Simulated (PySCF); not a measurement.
**H5Si2, doublet, SMILES `[SiH2][SiH3]`: what the electrons do**

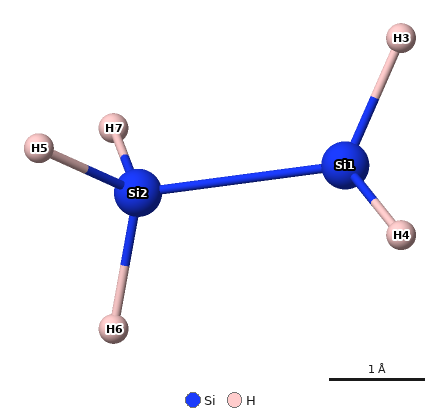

The molecule, with its atoms numbered as below. No frequency check shows the geometry to be a minimum.

Geometry (Å), atoms numbered from 1:

```
Si1     -1.1731    0.0002    0.0666
Si2      1.0958    0.0003   -0.0153
H3      -1.9390    1.1639   -0.3846
H4      -1.9382   -1.1671   -0.3782
H5       1.7639   -0.0078   -1.3276
H6       1.5979   -1.1852    0.6895
H7       1.5971    1.1903    0.6830
```

## 1. Local ionisation energy

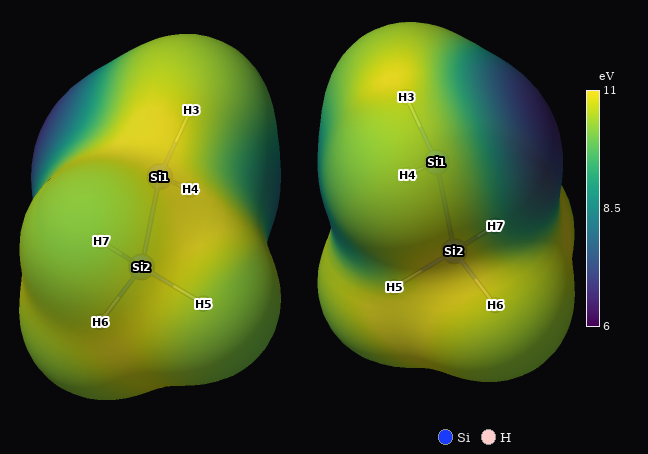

Average local ionisation energy on the surface of electron density 0.001 a.u. (back view left, front view right).

PySCF calculation, PBE0/def2-SVP, gas phase; geometry: GFN2-xTB. The stability of the open-shell solution wasn't checked. GFN2-xTB doesn't know the spin state, so this open-shell geometry is rough.

Question: Where are the most loosely bound electrons on this surface?

Answer: The lowest value is 6.7 eV, 2.4 Å from Si1. Further minima include 8.0 eV, about equally far (2.3 Å) from Si1, H3 and H4; 10.0 eV, 1.5 Å from H5. For comparison, the highest occupied orbital lies at −6.1 eV.

Question: What volume does the surface enclose, and what is the dipole moment?

Answer: About 104 Å³; the dipole moment is 0.1 D.

## 2. Spin density

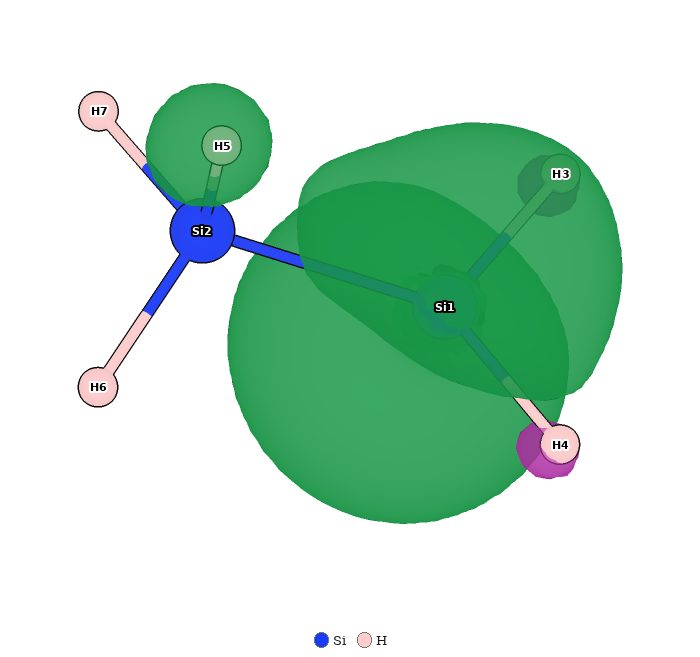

Spin density ρα − ρβ at ±0.02 e/Å³ (green: excess α, purple: excess β).

Question: Give the atomic spin populations that go with this picture.

Answer: Hirshfeld spin populations: Si1 +0.81 and Si2 +0.09. ⟨S²⟩ = 0.75, as for a pure state.

## 3. In an electric field

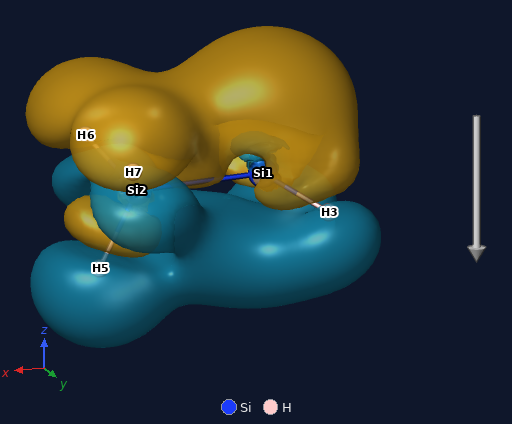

Change of the electron density in a uniform field of 0.26 V/Å along −z (arrow), surfaces at ±0.0008 e/Å³ (yellow: gain, teal: loss).

Method: PBE0/def2-SVPD; geometry: GFN2-xTB; program: PySCF. The stability of the open-shell solution wasn't checked. GFN2-xTB doesn't know the spin state, so this open-shell geometry is rough.

Question: How large is the response?

Answer: The induced dipole is 0.71 D (along the field); α along this axis, from the fields in both directions, is 56 bohr³ (8.3 Å³).

Question: Which atoms gain and lose the most charge?

Answer: Electrons gather most on Si1 (Hirshfeld charge changes by −0.010 e) and leave H5 most (+0.013 e); 0.063 electrons are displaced in all.

## 4. Removing or adding an electron

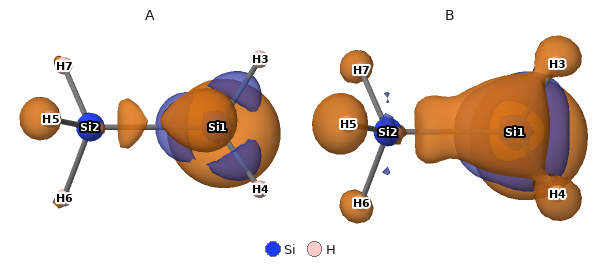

The two Fukui functions at ±0.03 e/Å³ (orange positive, blue negative).

Level of theory: B3LYP/6-31+G* (PySCF), at a geometry from GFN2-xTB. GFN2-xTB doesn't know the spin state, so this open-shell geometry is rough.

Question: Why do the two look alike?

Answer: The electron leaves from or enters the same singly occupied orbital. A is f⁺, B is f⁻. f⁻ (Hirshfeld-condensed) is largest on Si1 (0.55); the vertical ionisation energy is 8.21 eV (to the singlet cation, which needn't be its lowest state). f⁺ (Hirshfeld-condensed) is largest on Si1 (0.57); the vertical electron affinity is 1.04 eV (to the singlet anion, which needn't be its lowest state; the anion's highest orbital has positive energy, so this value and f⁺ depend on the basis).
